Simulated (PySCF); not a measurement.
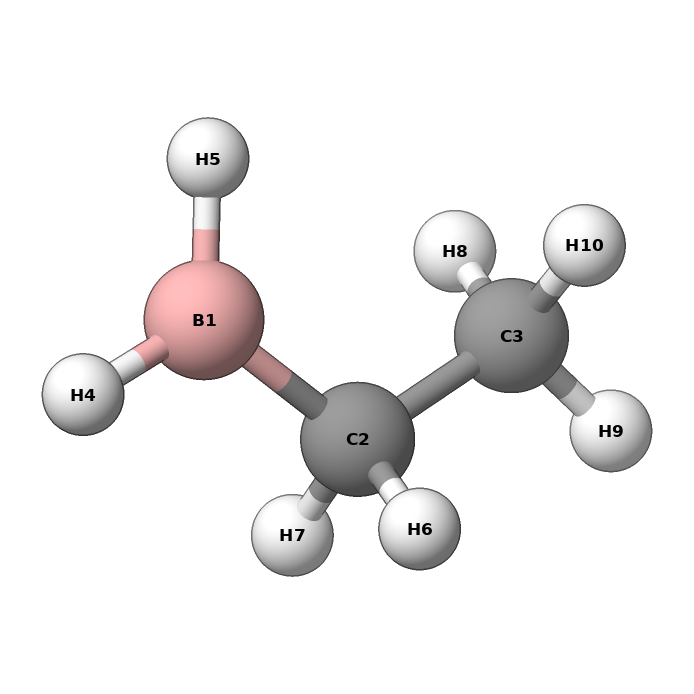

The computed structure is the end point of a GFN2-xTB optimisation. No frequency run is at hand to confirm it as a minimum. Properties computed with B3LYP/pcJ-1 indirect spin-spin coupling, non-relativistic, gas phase (PySCF 2.14.0). Isotopes: 11B, 13C, 1H.

Give the spin–spin coupling constants of these pairs, with the number of bonds between them: B1/H4, B1/H5, B1/C2, B1/H7, B1/C3, B1/H6, B1/H10, B1/H8, B1/H9.

```json
{"pair": "B1, H4", "bonds apart": "1", "J (Hz)": "128.0"}
{"pair": "B1, H5", "bonds apart": "1", "J (Hz)": "130.3"}
{"pair": "B1, C2", "bonds apart": "1", "J (Hz)": "49.4"}
{"pair": "B1, H7", "bonds apart": "2", "J (Hz)": "−3.5"}
{"pair": "B1, C3", "bonds apart": "2", "J (Hz)": "−1.2"}
{"pair": "B1, H6", "bonds apart": "2", "J (Hz)": "−3.6"}
{"pair": "B1, H10", "bonds apart": "3", "J (Hz)": "2.6"}
{"pair": "B1, H8", "bonds apart": "3", "J (Hz)": "2.6"}
{"pair": "B1, H9", "bonds apart": "3", "J (Hz)": "11.7"}
```

The geometry is semi-empirical. Around B such bond lengths and angles can be off by a tenth of an ångström or more and by several degrees, and values that hang on the shape move with them.
